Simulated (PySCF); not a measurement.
## A study: H3N, SMILES `N`

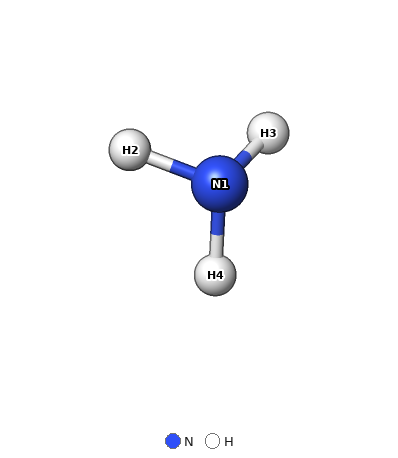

The molecule, with its atoms numbered as below. No frequency check shows the geometry to be a minimum.

Cartesian coordinates (Å):

```
N1       0.0000   -0.0000    0.1100
H2       0.8717   -0.3620   -0.2568
H3      -0.7495   -0.5738   -0.2567
H4      -0.1223    0.9360   -0.2567
```

## 1. Bonding charge

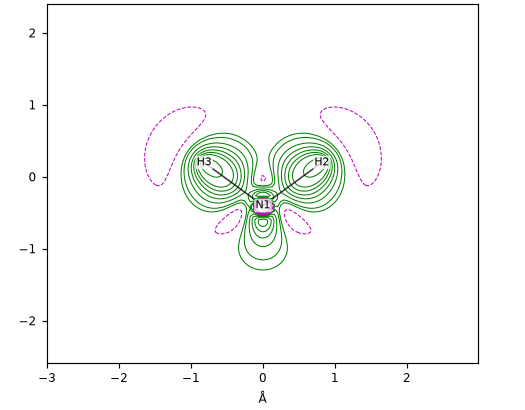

Deformation density (molecule less spherical, spin-averaged free atoms) in the plane of N1, H2 and H3; contours at ±0.05 to ±0.8 e/Å³; solid green lines: gain, dashed magenta lines: loss.

Level of theory: PBE0/def2-TZVP (PySCF), at a geometry from GFN2-xTB.

**Describe the bonding that the map shows.**

N1–H2 and N1–H3: +0.83 e/Å³ at the bond critical point (bond length 1.01 Å, Mayer order 0.9). In all, 0.8 electrons gather in the regions of gain relative to the promolecule.

**Where do the Hirshfeld charges lie?**

The highest Hirshfeld charge is on H2, H3 and H4 (+0.11 e), the lowest on N1 (−0.32 e).

| atom | charge (e) |
| --- | --- |
| N1 | −0.32 |
| H2 | +0.11 |
| H3 | +0.11 |
| H4 | +0.11 |

## 2. Local ionisation energy

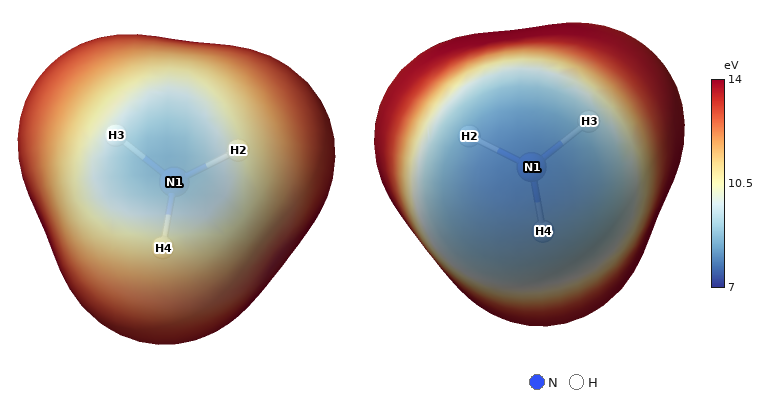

Average local ionisation energy on the surface of electron density 0.001 a.u. (back view left, front view right).

**Locate the minima of the map.**

The lowest value is 7.7 eV, 2.1 Å from N1. Further minima include 8.8 eV, near H2 (1.87 Å), H3 (1.89 Å), H4 (2.00 Å) and N1 (2.04 Å). For comparison, the highest occupied orbital lies at −7.5 eV.

**What volume does the surface enclose, and what is the dipole moment?**

About 35 Å³; the dipole moment is 1.7 D.

## 3. In an electric field

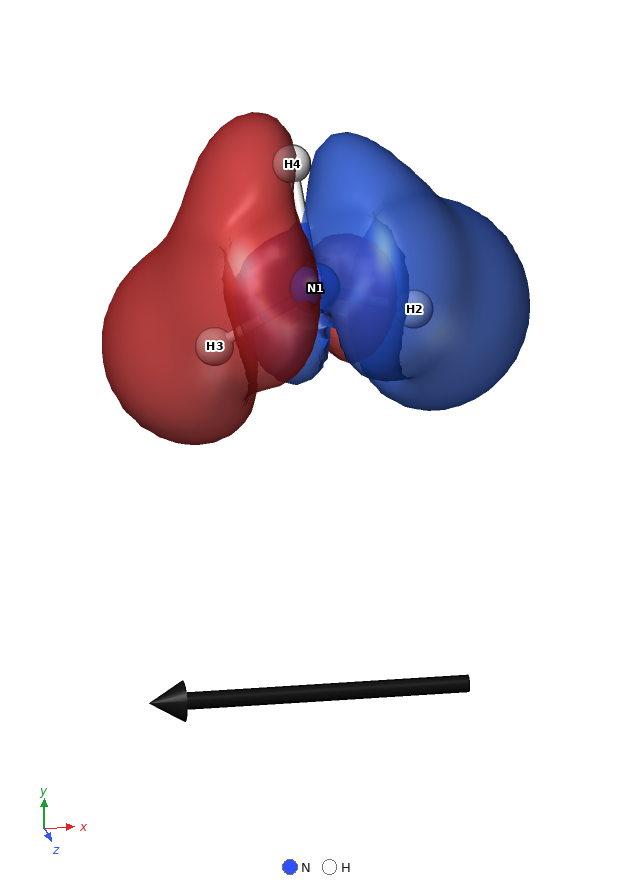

Change of the electron density in a uniform field of 0.21 V/Å along −x (arrow), surfaces at ±0.001 e/Å³ (blue: gain, red: loss).

PySCF calculation, PBE0/def2-TZVP, gas phase; geometry: GFN2-xTB. A basis without diffuse functions makes polarisabilities too small.

The field was applied in both directions; the picture shows the one opposite to the script's first.

**What dipole is induced, and what polarisability does it imply?**

The induced dipole is 0.11 D (along the field); α along this axis, from the fields in both directions, is 11 bohr³ (1.6 Å³).

## 4. Removing or adding an electron

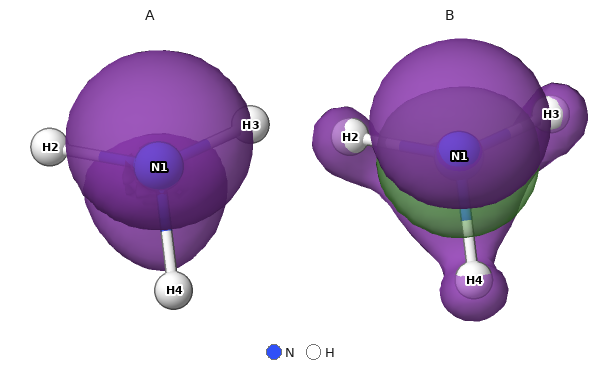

The Fukui function f⁻ from two separate SCF calculations and the density of the HOMO, at ±0.1 e/Å³ (purple positive, green negative).

Computed with PySCF, PBE0/def2-TZVP, geometry: GFN2-xTB.

**Which panel is which, and how good is the frozen-orbital picture?**

B is f⁻ (it has negative regions), A the HOMO density. The HOMO lies on N1 (79 %) and H2, H3 and H4 (7 % each); f⁻ (Hirshfeld-condensed) is largest on N1 (0.54); the vertical ionisation energy is 10.70 eV. Relaxation shifts 25 % of the electron between atoms. The orbital energy is −7.53 eV.

The PySCF runs shown took 1.2 s, 1.7 s and 4.1 s on 1 thread of AMD EPYC 9R45 96-Core Processor (Zen 5), with other jobs on the host.
